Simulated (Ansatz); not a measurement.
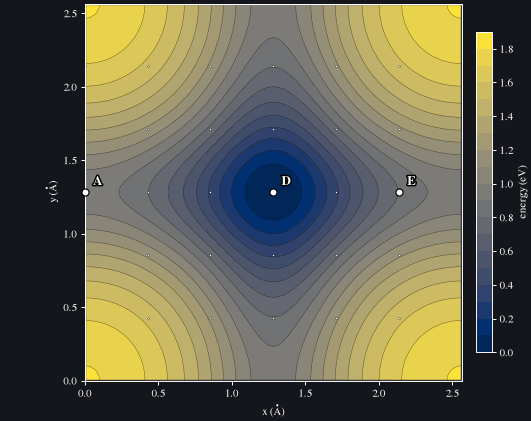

S on a Cu(100) slab cut from the Fm-3m phase, its upper half relaxed before the scan (12 atoms of substrate and one adsorbate in a 2 × 2 cell). S is moved over the surface cell; relaxed at each place: the height of the adsorbate's atoms; substrate rigid; the origin of the map has the adsorbate above Cu9. Places are given modulo a cell vector. The map is drawn in real space over the plane of the surface. The scan uses a 6 × 6 grid; 10 points were computed and 26 follow by symmetry. Places are given in fractions of the 1 × 1 surface cell. Energies are in eV, from the lowest grid point. Method: Ansatz, DFT PBE, scalar-relativistic, plane waves, PAW. Settings: cutoff 420 eV, k-mesh 5×5×1, gaussian smearing 0.1 eV, no spin polarisation.

The picture shows filled contours, dots at the grid points, the outline of one cell of the plane, lettered points. Between grid points the surface is interpolated.

Question: What kind of point is each of A, D: minimum, saddle, maximum or slope?

Answer: A: saddle point; D: minimum. (In these two coordinates alone; a stationary point may lie a little off the grid point.)

Question: Rank the lettered points by energy, lowest first.

Answer: D (0.00 eV), E (0.80 eV), A (0.94 eV).

PAW datasets: the set soft_1.
